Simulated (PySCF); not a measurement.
# InH2F (SMILES [H][In]([H])[F]) at 6 levels

Aim: a comparison of 6 runs (B3LYP/STO-3G, M06-2X/STO-3G, SVWN5/STO-3G, r2SCAN/STO-3G, CCSDT(Q)/STO-3G, QCISD(T)/STO-3G) of InH2F. 

The results are computed with PySCF 2.14.0.

2 further runs of the same task are left out: 2 set aside as unsound or not needed.

**1. Starting point**

InH2F: 4 atoms, total charge 0, spin state singlet. SMILES: `[H][In]([H])[F]`. Geometry: a GFN2-xTB relaxation, a rough one for these elements and not checked as a minimum.

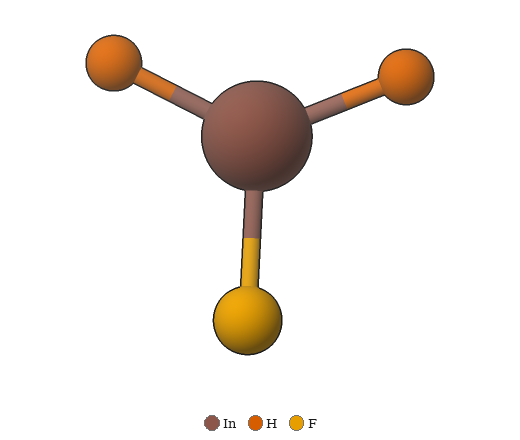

The structure, seen from a chosen angle (indium brown, hydrogen orange, fluorine amber).

**2. A single-point energy at B3LYP/STO-3G (run 1)**

calc.py

```python
from pyscf import gto, dft

molecule = gto.Mole()
molecule.atom = [
    ('In', (0.069180, 0.117330, -0.000190)),
    ('H', (1.751200, -0.073770, 0.013580)),
    ('H', (-0.891440, 1.509340, -0.018860)),
    ('F', (-0.928940, -1.552910, 0.005460)),
]
molecule.verbose = 3
molecule.basis = 'sto-3g'
molecule.max_memory = 1860
molecule.charge = 0
molecule.build()

ks = dft.RKS(molecule)
ks.xc = 'b3lyp'
ks.conv_tol = 1e-10
ks.grids.level = 5
ks.kernel()
if not ks.converged:
    ks = ks.newton().run(ks.mo_coeff, ks.mo_occ)

etot = ks.e_tot
print('Final energy', etot)
```

On the command line:

```bash
OMP_NUM_THREADS=1 python calc.py
```

The program printed:

```text
converged SCF energy = -5784.43235130863
Final energy -5784.432351308633
```

Run time: 5.1 s. Hardware: 1 thread of Intel Xeon Platinum 8488C (Sapphire Rapids), shared host; peak memory 0.26 GiB.

**3. The energy at M06-2X/STO-3G (run 2)**

input.xyz

```xyz
4
FH2In
In     0.069180     0.117330    -0.000190
H      1.751200    -0.073770     0.013580
H     -0.891440     1.509340    -0.018860
F     -0.928940    -1.552910     0.005460
```

calc.py

```python
from pyscf import gto, dft

system = gto.Mole()
system.atom = 'input.xyz'
system.charge = 0
system.verbose = 3
system.max_memory = 1860
system.basis = 'sto-3g'
system.spin = 0
system.build()

mf = dft.RKS(system, xc='m06-2x')
mf.grids.level = 5
mf.conv_tol = 1e-10
mf.kernel()
if not mf.converged:
    mf = mf.newton().run(mf.mo_coeff, mf.mo_occ)

etot = mf.e_tot
print('Final energy', etot)
```

On the command line:

```bash
OMP_NUM_THREADS=1 python calc.py
```

The program printed:

```text
converged SCF energy = -5784.61107074603
Final energy -5784.611070746034
```

It took 7.5 s on 1 thread of Intel Xeon Platinum 8488C (Sapphire Rapids), shared host; peak memory 0.26 GiB.

Runs 3 to 5 aren't shown in full; the table further down has their settings and results.

**4. A single-point energy at QCISD(T)/STO-3G (run 6)**

run.py

```python
# InH2F
from pyscf import gto, scf, cc

molecule = gto.Mole()
molecule.atom = '''
In     0.130731     0.221722    -0.000359
H      3.309288    -0.139405     0.025662
H     -1.684577     2.852239    -0.035640
F     -1.755442    -2.934575     0.010318
'''
molecule.basis = 'sto-3g'
molecule.max_memory = 1860
molecule.unit = 'bohr'
molecule.verbose = 3
molecule.build()

mf = scf.RHF(molecule)
mf.conv_tol = 1e-10
mf.kernel()
if not mf.converged:
    mf = mf.newton().run(mf.mo_coeff, mf.mo_occ)

mycc = cc.QCISD(mf, frozen=19)
mycc.kernel()
e_t = mycc.qcisd_t()
etot = mycc.e_tot + e_t
print(f'total energy: {etot:.8f} hartree')
```

On the command line:

```bash
OMP_NUM_THREADS=1 python run.py
```

The program printed:

```text
converged SCF energy = -5782.05900644078
E(QCISD) = -5782.129777098273  E_corr = -0.07077065749688213
QCISD(T) correction = -0.00403232883321024
total energy: -5782.13380943 hartree
```

It took 1.4 s on 1 thread of Intel Xeon Platinum 8488C (Sapphire Rapids), shared host; peak memory 0.1 GiB.

**5. All runs side by side**

| run | level | integration grid | frozen core orbitals | energy (Eh) | dipole moment (D) of the reference | HOMO energy (eV) | LUMO energy (eV) | wall time |
| --- | --- | --- | --- | --- | --- | --- | --- | --- |
| 1 | B3LYP/STO-3G | 5 | – | -5784.432351 | 0.31 | -3.60 | 2.01 | 5.1 s |
| 2 | M06-2X/STO-3G | 5 | – | -5784.611071 | 0.65 | -5.81 | 2.96 | 7.5 s |
| 3 | SVWN5/STO-3G | 5 | – | -5778.150702 | 0.01 | -2.02 | 1.12 | 2.9 s |
| 4 | r2SCAN/STO-3G | 5 | – | -5784.602506 | 0.22 | -2.36 | 1.59 | 8.4 s |
| 5 | CCSDT(Q)/STO-3G | – | 19 | -5782.133842 | 1.38 | -8.43 | 5.98 | 7.5 s |
| 6 | QCISD(T)/STO-3G | – | 19 | -5782.133809 | 1.38 | -8.43 | 5.98 | 1.4 s |

**6. Results**

```
                                           quantity           value
                                run 6: total energy  -5782.13381 Eh
        run 6: dipole moment (Hartree–Fock density)          1.38 D
         run 6: HOMO energy (Hartree–Fock orbitals)        -8.43 eV
         run 6: LUMO energy (Hartree–Fock orbitals)         5.98 eV
       run 6: HOMO–LUMO gap (Hartree–Fock orbitals)        14.41 eV
run 6: correlation energy (19 core orbitals frozen)       -74.8 mEh
                              run 6: (T) correction       -4.03 mEh
                               run 6: T1 diagnostic           0.022
```

In words: Over runs 1, 2, 3, 4 the dipole moment (its size) runs from 0.01 D (SVWN5/STO-3G) to 0.65 D (M06-2X/STO-3G). Over runs 1, 2, 3, 4 the HOMO–LUMO gap runs from 3.14 eV (SVWN5/STO-3G) to 8.77 eV (M06-2X/STO-3G). Totals of different functionals can't be ranked against each other. In runs 1, 2, 3, 4, 5, 6 the basis is minimal, so the values are rough. In runs 1, 2, 3, 4, 5, 6 relativity is left out where basis or elements ask for it. All runs together took 33 s, the longest 8.4 s.
